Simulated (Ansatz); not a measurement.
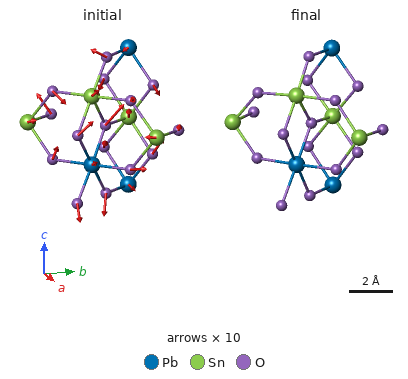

The structure of solid Pb$_{9}$Sn$_{15}$O$_{48}$ (a generated structure, set up in P1) before (left) and after (right) a relaxation, at one scale. The red arrows give the displacements, 10 times their true length.

Style: ball-and-stick. Shown: the atoms within 4.2 Å of the atom that moves most (axes of the cell of the calculation), slightly off an axis.

Level of theory: DFT, PBEsol, PAW, plane waves (Ansatz 0.2.0). (plane-wave cutoff 420 eV; k-point mesh 1 × 1 × 1; mesh shifted by (0.25, 0.25, 0.25); no spin polarisation; cell relaxed at fixed alpha, beta, gamma; force threshold 0.03 eV/Å; at most 80 steps)

Summarise the run.

Answer. Over 5 geometry steps the energy falls by 33.3 meV per atom. The largest force component goes from 1.8 to 0.004 eV/Å. Pressure: 0.26 GPa at the start and −0.01 GPa at the end. The largest move relative to the cell is that of an O atom, 0.14 Å along [1 2 3]. Largest moves by element: O 0.14 Å, Sn 0.09 Å, Pb 0.05 Å. Cell: a = b 9.712 → 9.708 Å (0.0 %), c 9.862 → 9.848 Å (−0.1 %). Volume −0.2 %. Some distances before and after: O–Pb 2.081 → 2.194 Å, O–Sn 2.177 → 2.077 Å, O–Pb 2.059 → 2.140 Å, O–Pb 2.111 → 2.186 Å. Bond angles that change, for instance: O–Pb–O 101.3° → 106.4°, O–Pb–O 78.5° → 75.1°, Pb–O–Sn 129.0° → 125.9°. The space group stays P1 (No. 1). Cost: 5.9 s on 1 × NVIDIA GB200 with 8 threads of Arm Neoverse-V2, peak memory 1.9 GiB.
